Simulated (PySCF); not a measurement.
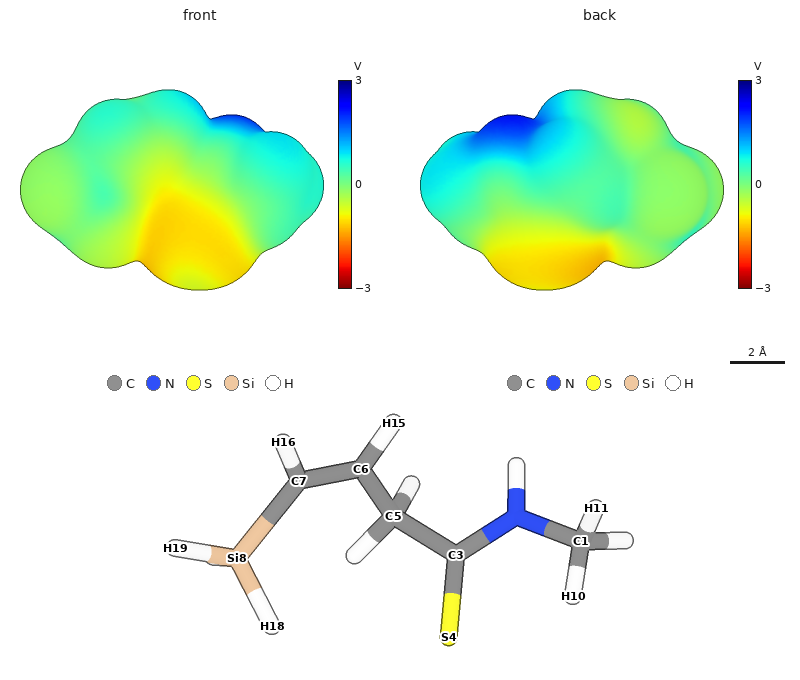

The picture shows: C5H11NSSi (SMILES CNC(=S)C/C=C\[SiH3]). The electrostatic potential painted on the density surface at 0.001 e/bohr³, seen from the front and from behind; red is negative and blue positive. The bare structure is drawn below in the same view.

Geometry: GFN2-xTB.

The calculation used PySCF 2.14.0, PBE0/pcSseg-1, SCF density, gas phase, non-relativistic.

```xyz
19

C     3.2862    0.1629    0.4234
N     2.0718    0.0596   -0.3405
C     0.9732   -0.5988    0.0520
S     0.8658   -1.4065    1.4753
C    -0.2033   -0.5179   -0.8861
C    -0.8690    0.8149   -0.6995
C    -2.0354    1.0001   -0.0970
Si   -3.1452   -0.3372    0.6387
H     4.1223   -0.2703   -0.1292
H     3.1468   -0.3840    1.3549
H     3.5102    1.2076    0.6476
H     2.0566    0.5277   -1.2356
H     0.1371   -0.6250   -1.9212
H    -0.8995   -1.3201   -0.6489
H    -0.2972    1.6604   -1.0721
H    -2.3864    2.0217   -0.0118
H    -3.5433   -1.2661   -0.4265
H    -2.4633   -1.0560    1.7101
H    -4.3372    0.3363    1.1590
```

**Where is the surface potential most negative and most positive?**

The most negative region (about −1.3 V) lies over S4, the most positive (about +2.1 V) over H12.
